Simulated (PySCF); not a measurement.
C₂H₈F₂N₂Si₂

The calculation's input:

```
{"job": {"kind": "nmr", "xc": "PBE0", "basis": "pcSseg-1"}, "charge": 0, "multiplicity": 1}
C      3.582535    -0.060922    -0.528687
N      2.493247    -0.315979     0.024805
Si     0.869200    -0.231822    -0.560027
F      0.619094     1.112089    -1.431030
N     -0.040709    -0.079986     0.896608
Si    -1.718728     0.250504     1.132751
C     -2.568917     0.075146    -0.568104
F     -2.443445    -1.219428    -1.039645
H      3.700485     0.277084    -1.562236
H      4.501771    -0.170858     0.042463
H      0.472240    -1.308470    -1.439608
H      0.499668    -0.206476     1.737450
H     -2.267101    -0.740529     2.060779
H     -1.946555     1.627818     1.586518
H     -2.119469     0.720593    -1.324593
H     -3.640915     0.280180    -0.525520
```

Launched as:

```sh
OMP_NUM_THREADS=1 python probes_run.py task.json out
```

Geometry: GFN2-xTB.

The calculation used PBE0/pcSseg-1, SCF density, gas phase, non-relativistic in PySCF 2.14.0.

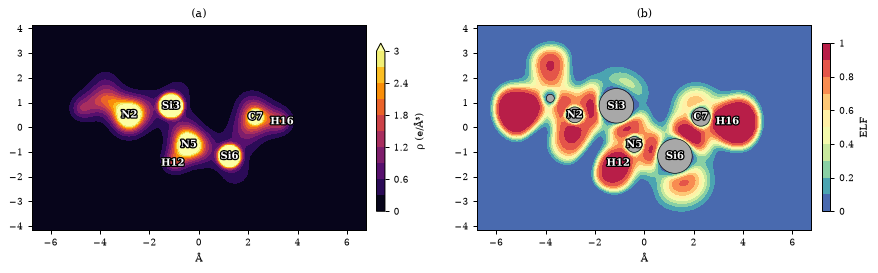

Figure 1. (a) total electron density; (b) ELF on the plane of atoms N2, Si3 and N5. Grey discs cover the atomic cores in the ELF map.

Read the bonding off the picture.

Answer. The plane passes through N, Si, C and H nuclei.
Si–N (1.72 Å): the density is about 1.1 e/Å³ at the midpoint; the ELF peaks at about 0.90 between the atoms: a shared but strongly polarised pair.
C–Si (1.91 Å): ρ is about 0.95 e/Å³ halfway; the ELF peaks at about 1 between the atoms, as expected for localised, covalent bonding.
N–H (1.01 Å): ρ at the midpoint is about 2.8 e/Å³; the ELF climbs to about 1 towards the hydrogen, as it does in any bond to H; an ordinary covalent bond to hydrogen.
C–H (1.09 Å): ρ at the midpoint is about 2 e/Å³; the ELF climbs to about 1 towards the hydrogen: an ordinary covalent bond to hydrogen.
The ELF also peaks beside N2, away from the bonds: lone-pair regions.

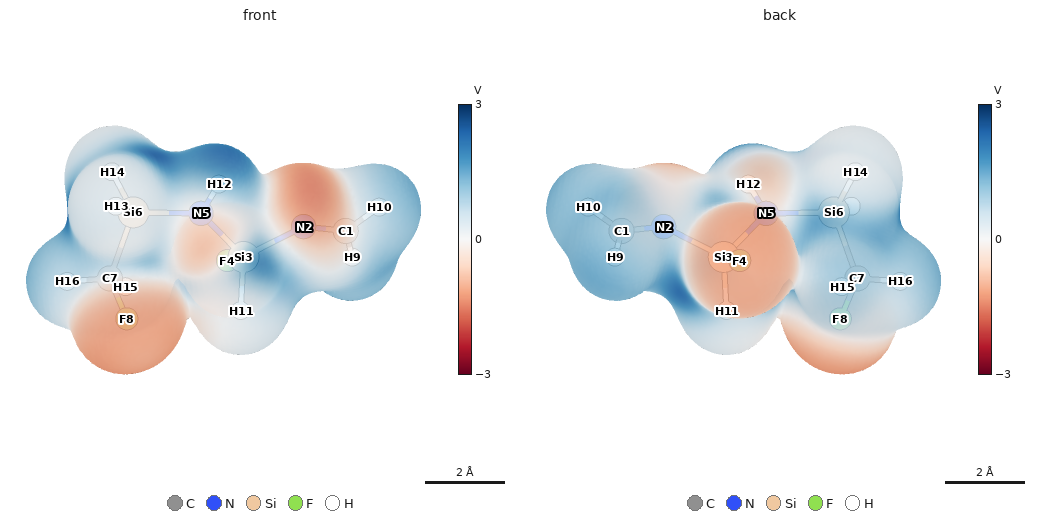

Figure 2. The electrostatic potential painted on the density surface at 0.004 e/bohr³, seen from the front and from behind; the colour scale runs from red (negative) to blue (positive).

Which sites attract a positive test charge, and which a negative one?

Answer. A positive charge is drawn to the negative regions and a negative charge to the positive ones. The most negative region (about −1.4 V) lies over N2, the most positive (about +2.3 V) over Si3, Si6 and H12. N2 is the likeliest acceptor of a hydrogen bond.
